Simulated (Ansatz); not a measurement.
The starting structures come from a database of crystals and need not be the phases stable at ambient conditions.

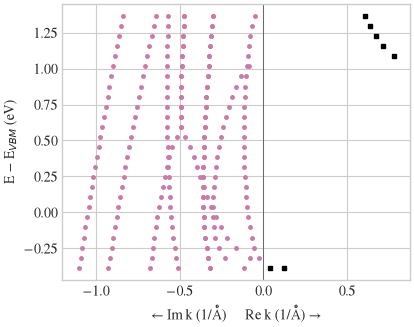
Figure: Complex bands at the centre of the two-dimensional zone; r2SCAN in Ansatz (a program for electronic structure)

The gap is the functional's own, uncorrected, and κ follows it; spin-orbit coupling is left out. Mid-gap values are interpolated between the computed energies.

**Question.** This is BaAlGeH (P3m1, not sure to be the ambient phase, 4 atoms a cell, 21.8 Å³ an atom) along the normal of (100). Read off the slowest decay at the centre of the two-dimensional zone at 0.53 eV, the computed energy nearest the middle of the gap.

**Answer.** κ ≈ 0.12 1/Å, a decay length 1/(2κ) of the density of 4.3 Å.
